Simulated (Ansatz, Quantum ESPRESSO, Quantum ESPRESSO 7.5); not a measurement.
# Charging Pb(100), 5 layers

Aim: potential against charge for Pb(100), 5 layers facing a metal electrode, and the capacitance that follows.

Calculated with Quantum ESPRESSO 7.5; plane-wave DFT, PBE, GBRV ultrasoft pseudopotentials (geometry by Ansatz 0.2.0 with PAW datasets; geometry under PBE).

**What experiment says.**

For Pb (polycrystalline sample, no single face), “Anisotropic work function of elemental crystals” (2019, arxiv:1902.07811) quotes earlier work: work function, loosely compared (polycrystalline sample, no single face) 4.25 eV.

## 1. The starting structure

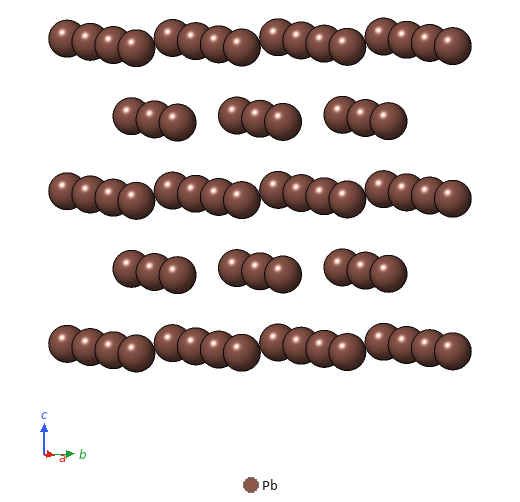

Start, viewed from the side, with the c axis up; lead brown. 3×3×1 cells are drawn. Some periodic images of atoms are drawn too.

The cell holds 5 atoms: 5 Pb. Cell: a = 3.500 Å, b = 3.500 Å, c = 24.900 Å, α = 90.0°, β = 90.0°, γ = 90.0°. It derives from Pb. Vacuum lies along c.

## 2. Geometry from Ansatz

A relaxation in Ansatz fixes the structure of this slab for the runs on it.

The input, input.yaml:

```yaml
crystal:
  lattice:
    - [3.5001785669, 0.0, 0.0]
    - [0.0, 3.5001785669, 0.0]
    - [0.0, 0.0, 24.9]
  atoms:
    - { symbol: Pb, position: [0.0, 0.0, 0.3012048193] }
    - { symbol: Pb, position: [0.5, 0.5, 0.4006024096] }
    - { symbol: Pb, position: [0.0, 0.0, 0.5] }
    - { symbol: Pb, position: [0.5, 0.5, 0.5993975904] }
    - { symbol: Pb, position: [0.0, 0.0, 0.6987951807] }
kpoints:
  mp_grid: { grid: [8, 8, 1] }
hamiltonian:
  xc: pbe
scf:
  occupations: { method: fermi_dirac, width: 0.1 }
  convergence: { dr2_threshold: 1.0e-08 }
efield:
  axis: 3
  dipole_correction: true
  ramp_position: 0.97
  ramp_width: 0.04
relax:
  f_tol: 0.01
  constraints: [{ sites: [0, 1, 2] }]
output:
  write_potential: true
  write_density: true
  volumetric_format: npy
```

The run is started by

```bash
$ ansatz run input.yaml --threads 4 --pin off --max-ram 8192MiB --backend cpu --events-out ev --progress --plain --runs-dir out
```

Numbers of over 12 decimals in the logs are rounded to 6 here.

What it wrote:

```text
Engine: ansatz 0.2.0, aarch64-unknown-linux-gnu
Pseudopotentials: kind: paw
Pseudopotential: Pb, paw, valence charge 14, recommended cutoff 420 eV (normal), Pb.paw.azcp
Functional definition: PBE
  parameter kappa = 0.804
  parameter beta = 0.066725
  exchange = pbe_x(kappa = kappa, mu = beta*pi^2/3)
  correlation = pbe_c(beta = beta)
Crystal: 5 atoms, lattice volume = 305.056 Å³
Basis set: ecut = 420 eV, 5943 PW (Γ), exchange–correlation on 48×48×360 points (8 copies of the dense FFT grid, shifted against one another)
Bands: 42, of which v1, the nominal top of the filled ones, is band 35 counted from 1 (34 counted from 0)
Symmetry: 8 space group operations
k-points: 15 of 64
Non-local potential: Pb, projectors of the file, l = 0: 2, l = 1: 2, l = 2: 2, l = 3: 2
PAW form: soft (Blöchl's): semilocal exchange-correlation on the pseudo side does not see the compensation charge
PAW one-centre angular grid: Pb, 590 points (default); XC on 64 Gauss nodes
Initial density: superposition of atomic densities (neutral atoms: chi_scale 0, normalization atom), corrected by the library's trained network
Initial wavefunctions: pseudopotential atomic-orbital guess
Functional: x = pbe(κ = 0.804, μ = 0.219515), c = pbe(β = 0.066725)
SCF iter   1: F=—  HF=-59531.564979 eV  |F-HF|=—  |Δ(HF+E_count)|=         —  Δρ=7.85e-4  dr2=5.01e-3  ethr=1.77e-3  p=0.001 e·Å  D=4.08e-4 V/Å  ΔV_dip=-0.01 eV  dr2_dipole=1.04e-4  V_vac-E_F(+/−)=3.67/3.68 eV  ⟨swp⟩=8.1  Hψ=2664  notcnv=0
efield: sawtooth ramp at fractional position 0.9700 (set: `efield.ramp_position`, or a place that a band, a saddle search or an elastic batch's reference lends), width 0.0400; the density the first Hamiltonian is built on has a dipole p = 0.001 e·Å; the dipole correction subtracts the counter field D = 4.08e-4 V/Å, which shifts the + side's vacuum level by -0.01 eV against the − side's; the planar-averaged density in the ramp window peaks in size at 1.4e-5 e/Å³
preconditioner: auto → LDOS  [metal: Δε(μ)=0.031 eV  Ē_g=15.767 eV  σ=0.100 eV  W_gap=0.08  n_scr=52 (ndim 8)  ℏωp=17.8 eV  f_vac=0.451  D(μ)=3.23/eV (n_scr^D=10)  β→1.0]
SCF iter   2: F=—  HF=-59531.567453 eV  |F-HF|=—  |Δ(HF+E_count)|=   2.47e-3  Δρ=4.02e-4  dr2=1.17e-3  ethr=7.16e-6  p=0.000 e·Å  D=1.33e-5 V/Å  ΔV_dip=-0.00 eV  dr2_dipole=4.76e-7  V_vac-E_F(+/−)=3.72/3.72 eV  ⟨swp⟩=2.9  Hψ=1385  notcnv=0  defer=1
SCF iter   3: F=—  HF=-59531.567432 eV  |F-HF|=—  |Δ(HF+E_count)|=   2.13e-5  Δρ=2.16e-4  dr2=2.33e-4  ethr=1.68e-6  p=0.000 e·Å  D=1.28e-5 V/Å  ΔV_dip=-0.00 eV  dr2_dipole=4.61e-7  V_vac-E_F(+/−)=3.71/3.71 eV  ⟨swp⟩=2.1  Hψ=1186  notcnv=0  defer=1
SCF iter   4: F=—  HF=-59531.567384 eV  |F-HF|=—  |Δ(HF+E_count)|=   4.82e-5  Δρ=5.34e-5  dr2=1.37e-5  ethr=3.33e-7  p=0.000 e·Å  D=9.70e-6 V/Å  ΔV_dip=-0.00 eV  dr2_dipole=1.21e-7  V_vac-E_F(+/−)=3.71/3.71 eV  ⟨swp⟩=2.3  Hψ=1111  notcnv=0  defer=1
SCF iter   5: F=—  HF=-59531.567363 eV  |F-HF|=—  |Δ(HF+E_count)|=   2.04e-5  Δρ=2.55e-5  dr2=5.10e-6  ethr=1.95e-8  p=0.000 e·Å  D=4.47e-6 V/Å  ΔV_dip=-0.00 eV  dr2_dipole=1.15e-8  V_vac-E_F(+/−)=3.71/3.71 eV  ⟨swp⟩=2.0  Hψ=1154  notcnv=0  defer=1
SCF iter   6: F=—  HF=-59531.567392 eV  |F-HF|=—  |Δ(HF+E_count)|=   2.87e-5  Δρ=4.71e-6  dr2=3.16e-7  ethr=7.29e-9  p=0.000 e·Å  D=1.60e-6 V/Å  ΔV_dip=-0.00 eV  dr2_dipole=2.02e-10  V_vac-E_F(+/−)=3.71/3.71 eV  ⟨swp⟩=2.9  Hψ=1212  notcnv=0  defer=1
SCF iter   7: F=-59531.567392 eV  HF=-59531.567392 eV  |F-HF|=4.13e-9  |Δ(HF+E_count)|=   4.42e-9  Δρ=1.17e-6  dr2=6.17e-9  ethr=1.43e-11  p=0.000 e·Å  D=1.34e-6 V/Å  ΔV_dip=-0.00 eV  dr2_dipole=4.26e-13  V_vac-E_F(+/−)=3.71/3.71 eV  ⟨swp⟩=8.2  Hψ=4852  notcnv=0
SCF 1 converged in 7 iterations: F = -59531.567392 eV  dr2 = 6.17e-9
  greatest PAW one-centre occupation: 0.978 electrons in one spin orbital (limit 2), on the Pb atom at site 0 (counted from 0), in its partial waves of l = 2
relax step   1: F+E_penalty+E_count = -59531.56739214 eV  Δ(F+E_penalty+E_count) = +0.000e0 eV  max|allowed force component| = 4.819e-1 eV/Å  Δτ_max = 0.0000 Å  (7 SCF iters, accepted)
Initial density: handed on by an earlier stage of this run
Initial wavefunctions: those handed on with the density
iter 1 solved again at ethr=4.27e-5 eV; its pass at ethr=3.10e-3 eV (dr2=2.99e-2 eV) is discarded
SCF iter   1: F=—  HF=-59531.617929 eV  |F-HF|=—  |Δ(HF+E_count)|=         —  Δρ=1.55e-3  dr2=2.99e-2  ethr=4.27e-5  p=0.000 e·Å  D=1.89e-6 V/Å  ΔV_dip=-0.00 eV  dr2_dipole=1.12e-2  V_vac-E_F(+/−)=3.72/3.72 eV  ⟨swp⟩=1.4  Hψ=2589  notcnv=0  defer=2
efield: sawtooth ramp at fractional position 0.9700 (set: `efield.ramp_position`, or a place that a band, a saddle search or an elastic batch's reference lends), width 0.0400; the density the first Hamiltonian is built on has a dipole p = 0.000 e·Å; the dipole correction subtracts the counter field D = 1.89e-6 V/Å, which shifts the + side's vacuum level by -0.00 eV against the − side's; the planar-averaged density in the ramp window peaks in size at 1.5e-6 e/Å³
preconditioner: auto → LDOS  [metal: Δε(μ)=0.077 eV  Ē_g=15.735 eV  σ=0.100 eV  W_gap=0.19  n_scr=52 (ndim 8)  ℏωp=17.8 eV  f_vac=0.447  D(μ)=2.93/eV (n_scr^D=10)  β→1.0]
SCF iter   2: F=—  HF=-59531.615989 eV  |F-HF|=—  |Δ(HF+E_count)|=   1.94e-3  Δρ=5.49e-4  dr2=2.82e-3  ethr=4.27e-5  p=-0.004 e·Å  D=-2.43e-3 V/Å  ΔV_dip=0.06 eV  dr2_dipole=1.59e-4  V_vac-E_F(+/−)=3.77/3.70 eV  ⟨swp⟩=2.0  Hψ=877  notcnv=0  defer=2
SCF iter   3: F=—  HF=-59531.615932 eV  |F-HF|=—  |Δ(HF+E_count)|=   5.72e-5  Δρ=4.62e-4  dr2=1.00e-3  ethr=4.03e-6  p=-0.003 e·Å  D=-1.76e-3 V/Å  ΔV_dip=0.04 eV  dr2_dipole=4.14e-6  V_vac-E_F(+/−)=3.75/3.71 eV  ⟨swp⟩=2.0  Hψ=1168  notcnv=0  defer=2
SCF iter   4: F=—  HF=-59531.615640 eV  |F-HF|=—  |Δ(HF+E_count)|=   2.92e-4  Δρ=4.54e-5  dr2=1.86e-5  ethr=1.43e-6  p=-0.003 e·Å  D=-1.86e-3 V/Å  ΔV_dip=0.05 eV  dr2_dipole=5.31e-9  V_vac-E_F(+/−)=3.75/3.71 eV  ⟨swp⟩=2.0  Hψ=1133  notcnv=0  defer=2
SCF iter   5: F=—  HF=-59531.615620 eV  |F-HF|=—  |Δ(HF+E_count)|=   1.97e-5  Δρ=1.68e-5  dr2=1.27e-6  ethr=2.66e-8  p=-0.003 e·Å  D=-1.74e-3 V/Å  ΔV_dip=0.04 eV  dr2_dipole=7.73e-8  V_vac-E_F(+/−)=3.75/3.71 eV  ⟨swp⟩=2.1  Hψ=1059  notcnv=0  defer=2
SCF iter   6: F=—  HF=-59531.615649 eV  |F-HF|=—  |Δ(HF+E_count)|=   2.90e-5  Δρ=3.39e-6  dr2=5.24e-8  ethr=1.82e-9  p=-0.003 e·Å  D=-1.71e-3 V/Å  ΔV_dip=0.04 eV  dr2_dipole=2.54e-9  V_vac-E_F(+/−)=3.75/3.71 eV  ⟨swp⟩=2.0  Hψ=1163  notcnv=0  defer=3
[...]
preconditioner: auto → LDOS  [metal: Δε(μ)=0.093 eV  Ē_g=15.727 eV  σ=0.100 eV  W_gap=0.23  n_scr=52 (ndim 8)  ℏωp=17.8 eV  f_vac=0.444  D(μ)=2.86/eV (n_scr^D=10)  β→1.0]
SCF iter   2: F=—  HF=-59531.620092 eV  |F-HF|=—  |Δ(HF+E_count)|=   3.21e-4  Δρ=2.25e-4  dr2=8.09e-4  ethr=7.60e-6  p=-0.004 e·Å  D=-2.64e-3 V/Å  ΔV_dip=0.07 eV  dr2_dipole=3.12e-4  V_vac-E_F(+/−)=3.77/3.71 eV  ⟨swp⟩=2.3  Hψ=1107  notcnv=0  defer=1
SCF iter   3: F=—  HF=-59531.620070 eV  |F-HF|=—  |Δ(HF+E_count)|=   2.15e-5  Δρ=1.62e-4  dr2=1.15e-4  ethr=1.16e-6  p=-0.004 e·Å  D=-2.27e-3 V/Å  ΔV_dip=0.06 eV  dr2_dipole=4.28e-6  V_vac-E_F(+/−)=3.76/3.70 eV  ⟨swp⟩=2.0  Hψ=1130  notcnv=0  defer=1
SCF iter   4: F=—  HF=-59531.620041 eV  |F-HF|=—  |Δ(HF+E_count)|=   2.89e-5  Δρ=1.97e-5  dr2=4.76e-6  ethr=1.64e-7  p=-0.004 e·Å  D=-2.23e-3 V/Å  ΔV_dip=0.06 eV  dr2_dipole=8.32e-7  V_vac-E_F(+/−)=3.76/3.70 eV  ⟨swp⟩=2.0  Hψ=1124  notcnv=0  defer=1
SCF iter   5: F=—  HF=-59531.620041 eV  |F-HF|=—  |Δ(HF+E_count)|=   6.34e-7  Δρ=1.05e-5  dr2=1.26e-6  ethr=6.81e-9  p=-0.004 e·Å  D=-2.21e-3 V/Å  ΔV_dip=0.05 eV  dr2_dipole=5.49e-7  V_vac-E_F(+/−)=3.76/3.70 eV  ⟨swp⟩=2.0  Hψ=1115  notcnv=0  defer=1
SCF iter   6: F=—  HF=-59531.620041 eV  |F-HF|=—  |Δ(HF+E_count)|=   9.28e-9  Δρ=1.89e-6  dr2=3.89e-8  ethr=1.80e-9  p=-0.004 e·Å  D=-2.20e-3 V/Å  ΔV_dip=0.05 eV  dr2_dipole=3.24e-9  V_vac-E_F(+/−)=3.76/3.70 eV  ⟨swp⟩=2.3  Hψ=1115  notcnv=0  defer=1
SCF iter   7: F=-59531.620041 eV  HF=-59531.620041 eV  |F-HF|=2.61e-9  |Δ(HF+E_count)|=   3.83e-9  Δρ=7.03e-7  dr2=4.28e-9  ethr=1.43e-11  p=-0.004 e·Å  D=-2.20e-3 V/Å  ΔV_dip=0.05 eV  dr2_dipole=3.41e-10  V_vac-E_F(+/−)=3.76/3.70 eV  ⟨swp⟩=9.1  Hψ=4423  notcnv=0
SCF 3 converged in 7 iterations: F = -59531.620041 eV  dr2 = 4.28e-9
relax step   3: F+E_penalty+E_count = -59531.62004074 eV  Δ(F+E_penalty+E_count) = -4.392e-3 eV  max|allowed force component| = 2.135e-2 eV/Å  Δτ_max = 0.0720 Å  (7 SCF iters, accepted)
[...]
relax step   4: F+E_penalty+E_count = -59531.62026974 eV  Δ(F+E_penalty+E_count) = -2.290e-4 eV  max|allowed force component| = 1.137e-2 eV/Å  Δτ_max = 0.0269 Å  (6 SCF iters, accepted)
SCF iter   1: F=—  HF=-59531.620280 eV  |F-HF|=—  |Δ(HF+E_count)|=         —  Δρ=2.64e-5  dr2=5.86e-6  ethr=1.16e-7  p=-0.004 e·Å  D=-2.40e-3 V/Å  ΔV_dip=0.06 eV  dr2_dipole=2.47e-6  V_vac-E_F(+/−)=3.76/3.70 eV  ⟨swp⟩=3.2  Hψ=1496  notcnv=0  defer=3
efield: sawtooth ramp at fractional position 0.9700 (set: `efield.ramp_position`, or a place that a band, a saddle search or an elastic batch's reference lends), width 0.0400; the density the first Hamiltonian is built on has a dipole p = -0.004 e·Å; the dipole correction subtracts the counter field D = -2.40e-3 V/Å, which shifts the + side's vacuum level by +0.06 eV against the − side's; the planar-averaged density in the ramp window peaks in size at 2.3e-6 e/Å³
preconditioner: auto → LDOS  [metal: Δε(μ)=0.093 eV  Ē_g=15.726 eV  σ=0.100 eV  W_gap=0.23  n_scr=52 (ndim 8)  ℏωp=17.8 eV  f_vac=0.443  D(μ)=2.84/eV (n_scr^D=10)  β→1.0]
SCF iter   2: F=—  HF=-59531.620291 eV  |F-HF|=—  |Δ(HF+E_count)|=   1.04e-5  Δρ=9.43e-6  dr2=7.13e-7  ethr=8.37e-9  p=-0.004 e·Å  D=-2.33e-3 V/Å  ΔV_dip=0.06 eV  dr2_dipole=4.30e-8  V_vac-E_F(+/−)=3.76/3.70 eV  ⟨swp⟩=2.1  Hψ=1008  notcnv=0  defer=3
SCF iter   3: F=—  HF=-59531.620291 eV  |F-HF|=—  |Δ(HF+E_count)|=   7.63e-8  Δρ=6.73e-6  dr2=2.35e-7  ethr=1.02e-9  p=-0.004 e·Å  D=-2.34e-3 V/Å  ΔV_dip=0.06 eV  dr2_dipole=9.69e-9  V_vac-E_F(+/−)=3.76/3.70 eV  ⟨swp⟩=2.1  Hψ=1168  notcnv=0  defer=3
SCF iter   4: F=—  HF=-59531.620291 eV  |F-HF|=—  |Δ(HF+E_count)|=   3.60e-8  Δρ=1.25e-6  dr2=1.45e-8  ethr=3.36e-10  p=-0.004 e·Å  D=-2.34e-3 V/Å  ΔV_dip=0.06 eV  dr2_dipole=1.20e-9  V_vac-E_F(+/−)=3.76/3.70 eV  ⟨swp⟩=2.1  Hψ=1115  notcnv=0  defer=3
SCF iter   5: F=-59531.620291 eV  HF=-59531.620291 eV  |F-HF|=4.87e-10  |Δ(HF+E_count)|=   2.04e-9  Δρ=3.09e-7  dr2=5.75e-10  ethr=1.43e-11  p=-0.004 e·Å  D=-2.34e-3 V/Å  ΔV_dip=0.06 eV  dr2_dipole=2.54e-10  V_vac-E_F(+/−)=3.76/3.70 eV  ⟨swp⟩=8.9  Hψ=4123  notcnv=0
SCF 5 converged in 5 iterations: F = -59531.620291 eV  dr2 = 5.75e-10
relax step   5: F+E_penalty+E_count = -59531.62029084 eV  Δ(F+E_penalty+E_count) = -2.110e-5 eV  max|allowed force component| = 2.322e-3 eV/Å  Δτ_max = 0.0038 Å  (5 SCF iters, accepted)
NSCF: frozen V_eff on 15 k-points
the band table was solved once a step of the walk had ended and its energy, with any forces and stress, was formed, with the checks that follow a solve (2849 applications of the Hamiltonian). They found nothing against the state; the energy, forces and stress were not computed again (output.eigenvalues in the input reference)
WARN: The output density's exchange-correlation potential varies sharply where the density is thin. Do not read a vacuum level from v_tot or v_xc, or from such a field of the output density. On a cell that repeats whose density bears no net charge and no dipole along the vacuum's axis use v_es (v_loc + v_h of the components); under efield.dipole_correction with no amplitude use v_es + v_field, which holds any externa [...]
SCF converged after 5 iterations
Free energy (F): -59531.620291 eV
Harris-Foulkes:  -59531.620291 eV  (|F-HF|=4.87e-10)
Internal energy: -59531.527494 eV  (E = F + TS)
E sigma→0 (E₀):  -59531.573892 eV
Entropy (-TS):   -0.092797 eV (-18.559 meV/atom)
Fermi energy:    3.570152 eV
Dipole field:    D = -0.002358 V/Å  (p = -0.003975 e·Å, saw-weighted, corrected)
Work function:   Φ+ = 3.7574 eV   Φ− = 3.6987 eV
Levels:          The Fermi level and band energies are counted from a zero that moves with the ramp; work functions are not
--- Per-component energies (eV) ---
  E_band       = -695.941864
  E_kinetic    = 1441.676199
  E_local      = -42134.248748  (includes V_loc(G=0)·N_el)
  E_nonlocal   = 1747.574387
  E_hartree    = 20291.083641
  E_xc         = -1102.022537
  E_vxc        = -659.856338  (∫ρ·V_xc dr)
  E_paw        = -52027.541838  (= ΣΔE_a)
  E_vpaw       = -1673.311689  (= ΣTr[D̂ρ^β])
  E_aug_tail   = 0.000239  (compensation charges beyond the density's cutoff)
  E_efield     = 0.000005  (sawtooth field / dipole correction)
  E_vefield    = 0.057482  (∫n·V_field dr)
  E_ewald      = 12251.951157
  E_smearing   = -0.092797  (= −TS)
  E_closure    = -0.000000  (closes the sum)
  Σ components = -59531.620291   (vs F -59531.620291, Δ=0.00e0)
--- Forces (eV/Å), atoms counted from 1 ---
  atom   1  Pb    -0.00000000     0.00000000     0.08648465
  atom   2  Pb     0.00000000     0.00000000    -0.40826384
  atom   3  Pb     0.00000000     0.00000000     0.32228152
  atom   4  Pb    -0.00000000     0.00000000     0.00182352
  atom   5  Pb     0.00000000     0.00000000    -0.00232244
  max |Σ_I F_I| component: 3.42e-6 eV/Å
--- Band table (eV; the first three rows and the last of 15) ---
  k-point 0: bands = [... 31 lower, 2.3962, 4.3567, 6.0685, 6.0685, 6.1788, 6.6187, 6.6187, 7.1573, ... 3 higher]
  k-point 1: bands = [... 31 lower, 2.4099, 3.7849, 4.6149, 5.2380, 5.7663, 6.2964, 6.7140, 6.8339, ... 3 higher]
  k-point 2: bands = [... 31 lower, 1.7042, 2.2748, 2.7242, 3.9828, 4.3176, 5.7044, 6.0284, 6.9552, ... 3 higher]
  k-point 14: bands = [... 31 lower, 0.7390, 1.2903, 1.2903, 2.4336, 2.4336, 3.8724, 3.8724, 4.3287, ... 3 higher]
--- Relaxed structure (5 steps of the walk, 5 accepted, 0 SCFs on fresh bases) ---
  F+E_penalty+E_count = -59531.62029084 eV   max|allowed force component| = 2.322e-3 eV/Å
  atoms:
    - { symbol: Pb, position: [0.0, 0.0, 0.3012048193] }
    - { symbol: Pb, position: [0.5, 0.5, 0.4006024096] }
    - { symbol: Pb, position: [0.0, 0.0, 0.500000] }
    - { symbol: Pb, position: [0.5, 0.5, 0.610955] }
    - { symbol: Pb, position: [0, 0.0, 0.707152] }
```

Wall time 14 s (4 threads of Arm Neoverse V2, shared host); peak memory 0.64 GiB; 54 s of CPU time.

The steps of the relaxation:

```
step  energy less that of the first step (eV)  largest force component (eV/Å)
   1                                   0.0000                          0.4819
   2                                  -0.0483                          0.1003
   3                                  -0.0526                          0.0214
   4                                  -0.0529                          0.0114
   5                                  -0.0529                          0.0023
```

Forces are held to the 8 operations that the run works with; a distortion that breaks them can't arise in this run.

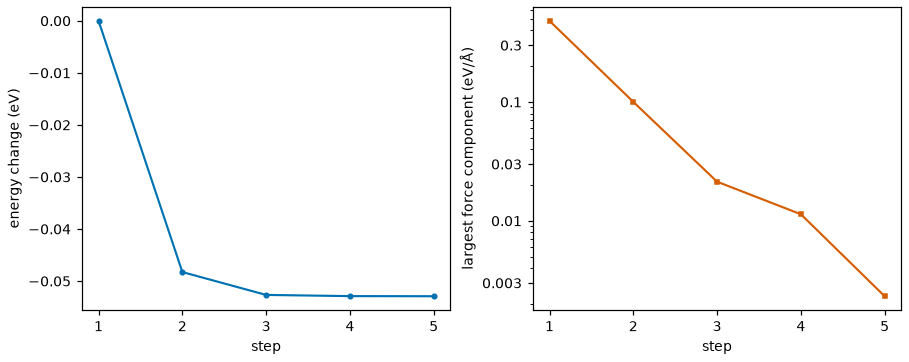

Energy and largest force along the relaxation.

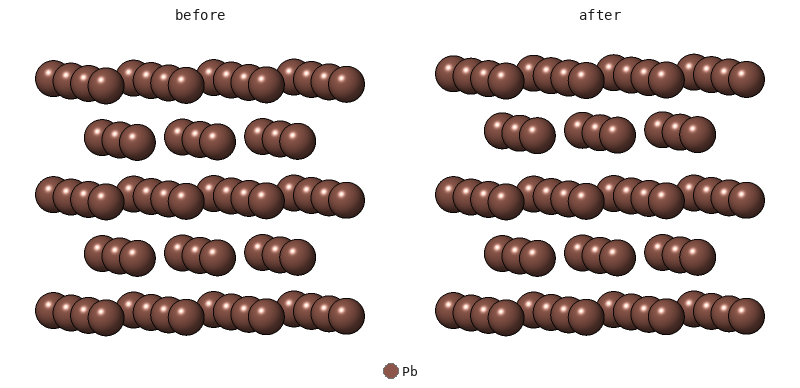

Before and after, at one scale.

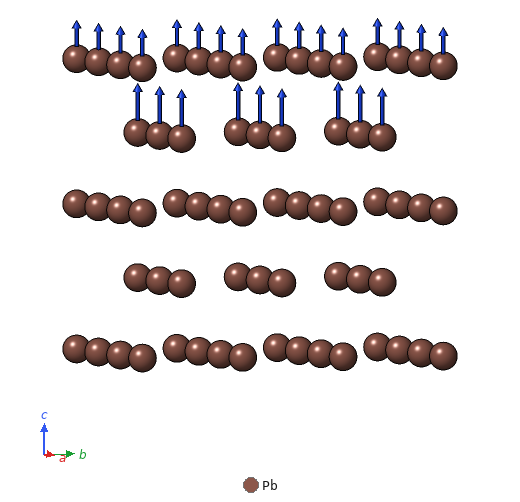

Displacements in the relaxation, exaggerated; the longest in the cell stands for 0.29 Å. 3×3×1 cells are drawn. Some periodic images of atoms are drawn too.

The atoms that moved most (Å):

```
atom     dx     dy     dz  length
 Pb4  0.000  0.000  0.288   0.288
 Pb5  0.000  0.000  0.208   0.208
```

The relaxed structure:

```cif
data_structure
_symmetry_space_group_name_H-M 'P 1'
_symmetry_Int_Tables_number 1
_cell_length_a 3.5002
_cell_length_b 3.5002
_cell_length_c 24.9000
_cell_angle_alpha 90.000
_cell_angle_beta 90.000
_cell_angle_gamma 90.000
_cell_volume 305.06
loop_
_atom_site_label
_atom_site_type_symbol
_atom_site_fract_x
_atom_site_fract_y
_atom_site_fract_z
_atom_site_occupancy
Pb1 Pb 0.00000 0.00000 0.30120 1
Pb2 Pb 0.50000 0.50000 0.40060 1
Pb3 Pb 0.00000 0.00000 0.50000 1
Pb4 Pb 0.50000 0.50000 0.61095 1
Pb5 Pb 0.00000 0.00000 0.70715 1
```

The relaxation lowers the energy by 11 meV an atom. Held were the atoms numbered 1, 2 and 3; the forces quoted are those on the free ones.

This step gave:

- free energy: -59531.6203 eV
- energy at zero smearing: -59531.5739 eV
- smearing term TS: 0.09280 eV
- Fermi energy: 3.570 eV
- symmetry operations: 8
- work function of the upper face: 3.757 eV
- work function of the lower face: 3.699 eV
- dipole along the normal: -0.003975 e·Å

[end of part 1 of 6]

[Logs are printed without paths, hosts, clocks, repeated set-up lines and the standing remarks that a program may print on its own settings, such as how far it seeks lower states.]

[Hosts, paths, dates, database ids (printed as entryN), source tags and the programs' standing remarks are cut or masked in the printed files.]

[Maps of the electrostatic potential energy from Ansatz leave out the sawtooth potential of an applied field or a dipole correction, so their vacuum need not be flat; planar profiles and work functions include it.]
